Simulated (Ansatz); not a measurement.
**ClGaH$_{2}$O$_{2}$···H$_{2}$: density, localisation and related maps**

Input file:

```
crystal:
  periodic: [false, false, false]
  atoms:
    - { symbol: Ga, position_ang: [0.010315, 0.57465, -0.345595] }
    - { symbol: H, position_ang: [-0.018888, -0.011928, 2.361885] }
    - { symbol: O, position_ang: [1.589713, -0.187973, -0.716069] }
    - { symbol: H, position_ang: [1.505451, -1.030877, -1.199127] }
    - { symbol: O, position_ang: [-1.641393, -0.067306, -0.625952] }
    - { symbol: H, position_ang: [-1.634455, -0.989204, -0.947655] }
    - { symbol: Cl, position_ang: [0.11706, 2.626473, 0.470038] }
    - { symbol: H, position_ang: [0.022798, 0.680266, 2.155075] }
basis:
  gaussian: { orbitals: def2-SVP }
hamiltonian:
  xc: pbe
  dispersion: d4
relax:
  f_tol: 0.03
  max_steps: 50
output:
  orbitals: {}
```

Launched as:

```sh
ansatz run input.yaml --threads 2 --pin off --max-ram 3072MiB --backend cpu --events-out ev --progress --plain --runs-dir out
```

The fields are those of the relaxed geometry.

These are results of RKS PBE-D4/def2-SVP (Ansatz), not measurements.

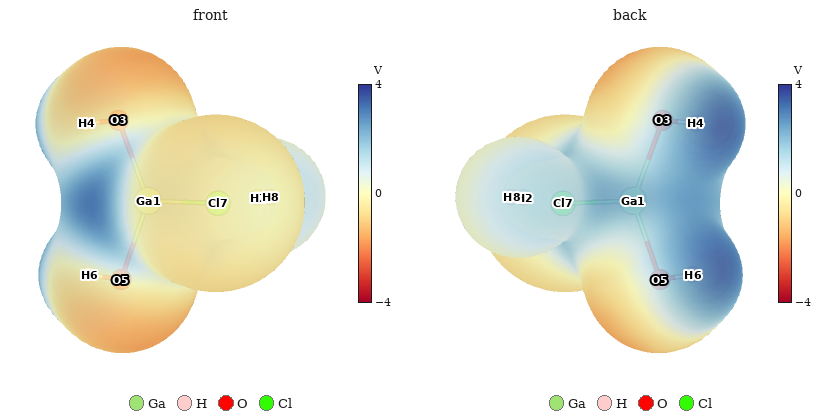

Figure 1. The molecular electrostatic potential painted on the density surface at 0.004 e/bohr³, seen from the front and from behind; the colour scale runs from red (negative) to blue (positive).

Q: Where is the surface potential most negative and most positive?

A: The most negative region (about −1.6 V) lies over O3 and O5, the most positive (about +3.4 V) over H4 and H6.

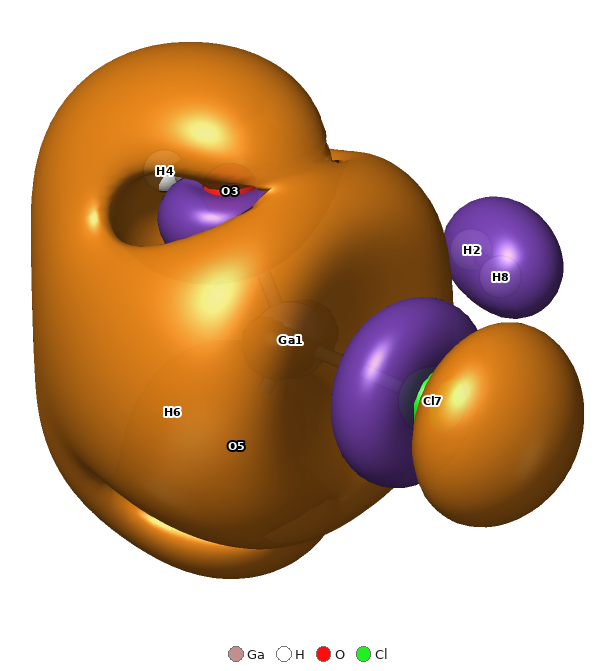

Figure 2. The LUMO at ±0.05 Å⁻³ᐟ² (orange and purple are the two phases), seen at a tilt.

Q: Where does this orbital lie, and at what energy?

A: It lies mainly on Ga1 (about 45 %), Cl7 (about 15 %), O5 (about 15 %) and O3 (about 15 %). Its energy is −2.01 eV.

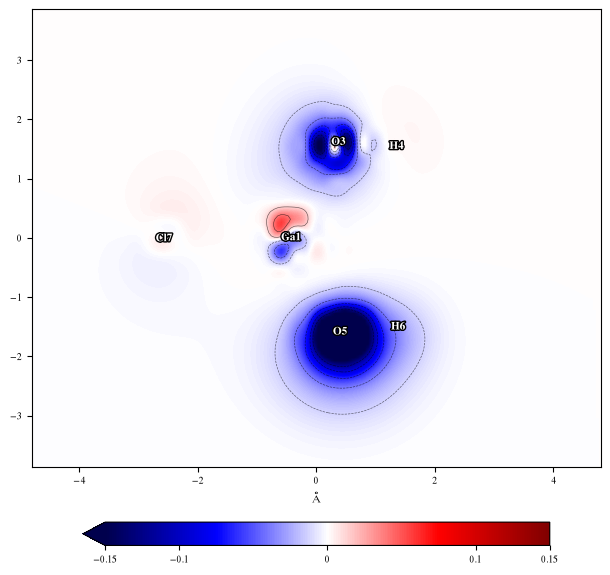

Figure 3. The HOMO on the plane of atoms O3, Ga1 and Cl7 (values in Å⁻³ᐟ²; the overall sign is arbitrary).

Q: Where does this orbital lie, and at what energy?

A: It lies mainly on O3 (about 45 %), O5 (about 40 %) and Ga1 (about 5 %); largely a combination of lone pairs on O3 and O5. Its energy is −7.13 eV.
